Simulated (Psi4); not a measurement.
Interaction energy of H4Si ··· Li+ (SMILES [SiH4] and [Li+]) (charge +1). Monomers: optimised at B3LYP-D3(BJ) (def2-TZVP), held rigid. Orientation: lowest of the rigid-body minima from ten starts at GFN2-xTB. Only R, the distance of the centres of mass, is varied, so the lowest point isn't the relaxed dimer.

Computed with SAPT0/jun-cc-pVDZ, all electrons correlated run with Psi4.

Components in kJ/mol:

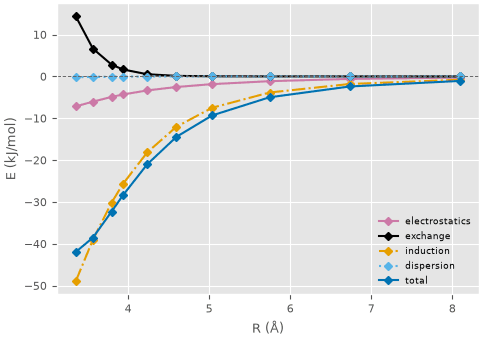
Figure. Components of the interaction energy.

| R / Å | electrostatics | exchange | induction | dispersion | total |
|---|---|---|---|---|---|
| 3.35 | -7.16 | 14.32 | -48.90 | -0.19 | -41.93 |
| 3.56 | -6.04 | 6.65 | -39.04 | -0.11 | -38.53 |
| 3.79 | -4.90 | 2.83 | -30.20 | -0.07 | -32.33 |
| 3.93 | -4.32 | 1.67 | -25.72 | -0.05 | -28.43 |
| 4.23 | -3.35 | 0.53 | -18.17 | -0.03 | -21.02 |
| 4.59 | -2.53 | 0.13 | -12.04 | -0.01 | -14.45 |
| 5.03 | -1.85 | 0.03 | -7.50 | -0.01 | -9.33 |
| 5.74 | -1.14 | 0.00 | -3.85 | 0.00 | -4.98 |
| 6.73 | -0.60 | 0.00 | -1.81 | 0.00 | -2.41 |
| 8.09 | -0.28 | 0.00 | -0.79 | 0.00 | -1.07 |
